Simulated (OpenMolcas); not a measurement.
**HF/ANO-RCC-VDZP (DKH3) run of BCl (SMILES [B]Cl)**

What is the vertical ionisation energy of BCl at HF/ANO-RCC-VDZP (DKH3)? 

The results are computed with OpenMolcas 26.06.

### 1 The structure to begin with

BCl has 2 atoms, charge 0, and is taken as a singlet. SMILES: `[B]Cl`. The coordinates come from a PBE0-D4/def2-TZVP relaxation.

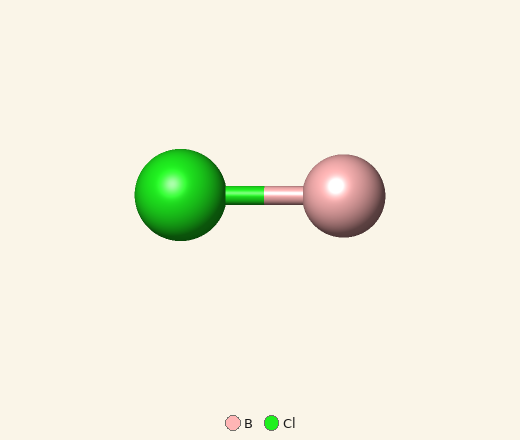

Viewed from a chosen angle; boron pink, chlorine green.

### 2 The energy at HF/ANO-RCC-VDZP (DKH3)

job.input reads:

```
&gateway
coord
2
angstrom
B        0.000000       0.000000      -0.069660
Cl       0.000000       0.000000       1.648190
basis = ANO-RCC-VDZP
group = NoSym
&seward
relativistic = R03O02
expert
&scf
prorbitals = 0
```

Started as:

```sh
$ export MOLCAS_MEM=1860
$ pymolcas job.input > job.log
```

What it wrote, shortened:

```text
--- Start Module: gateway ---
[...]
--- Stop Module: gateway /rc=_RC_ALL_IS_WELL_ ---
--- Start Module: seward ---
[...]
 ###    WARNING:  EXPERT option is ON!                                       ###
 ###############################################################################
               SEWARD will generate:
[...]
      Basis functions           32
--- Stop Module: seward /rc=_RC_ALL_IS_WELL_ ---
[...]
--- Start Module: scf ---
[...]
       Convergence after  10 Iterations
[...]
::    Total SCF energy                               -485.5731398713
[...]
      Total spin, S                                     0.0000000000
[...]
      Total electronic charge=   22.000000
      Total            charge=   -0.000000
[...]
      Dipole Moment (debye):
      Origin of the operator (angstrom)=    0.0000    0.0000    1.2369
                   X=  1.7386E-13               Y= -8.8203E-14               Z=  1.3916E+00           Total=  1.3916E+00
      Quadrupole Moment (debye*angstrom):
[...]
--- Stop Module: scf /rc=_RC_ALL_IS_WELL_ ---
[...]
```

Run time: 2.3 s. Hardware: 1 thread of Arm Neoverse V2, shared host; peak memory 0.38 GiB.

### 3 The doublet cation

job.input reads:

```
&GATEWAY
COORD
2
angstrom
B        0.000000       0.000000      -0.069660
Cl       0.000000       0.000000       1.648190
BASIS = ANO-RCC-VDZP
GROUP = NoSym
&SEWARD
RELATIVISTIC = R03O02
EXPERT
&SCF
UHF
CHARGE = 1
SPIN = 2
PRORBITALS = 0
```

Started as:

```sh
$ export MOLCAS_MEM=1860
$ pymolcas job.input > job.log
```

What it wrote, shortened:

```text
--- Start Module: gateway ---
[...]
--- Stop Module: gateway /rc=_RC_ALL_IS_WELL_ ---
--- Start Module: seward ---
[...]
 ###    WARNING:  EXPERT option is ON!                                       ###
 ###############################################################################
               SEWARD will generate:
[...]
      Basis functions           32
--- Stop Module: seward /rc=_RC_ALL_IS_WELL_ ---
[...]
--- Start Module: scf ---
[...]
       Convergence after  16 Iterations
[...]
::    Total SCF energy                               -485.2421025257
[...]
      Total spin, S                                     0.5048531626
[...]
      Total electronic charge=   21.000000
      Total            charge=    1.000000
[...]
      Dipole Moment (debye):
      Origin of the operator (angstrom)=    0.0000    0.0000    1.2369
                   X=  1.6005E-13               Y=  1.2786E-13               Z= -3.9981E+00           Total=  3.9981E+00
      Center of Charge (angstrom)
[...]
--- Stop Module: scf /rc=_RC_ALL_IS_WELL_ ---
[...]
```

It took 2.6 s on 1 thread of Arm Neoverse V2, shared host; peak memory 0.38 GiB.

### 4 Results

Level: HF/ANO-RCC-VDZP (DKH3).

| quantity | value |
| --- | --- |
| singlet BCl: total energy | -485.57314 Eh |
| singlet BCl: dipole moment | 1.39 D |
| singlet BCl: HOMO energy | -10.31 eV |
| singlet BCl: LUMO energy | 2.05 eV |
| singlet BCl: HOMO–LUMO gap | 12.36 eV |
| doublet cation: total energy | -485.24210 Eh |
| doublet cation: HOMO energy (highest over α and β) | -21.22 eV |
| doublet cation: LUMO energy (lowest over α and β) | -7.86 eV |
| doublet cation: ⟨S²⟩ | 0.760 |
| vertical ionisation energy (to the doublet cation) | 9.008 eV |

What this shows: The vertical ionisation energy comes to 9.01 eV (208 kcal/mol). The negative HOMO energy of the first species, 10.31 eV, lies 1.30 eV above that difference.
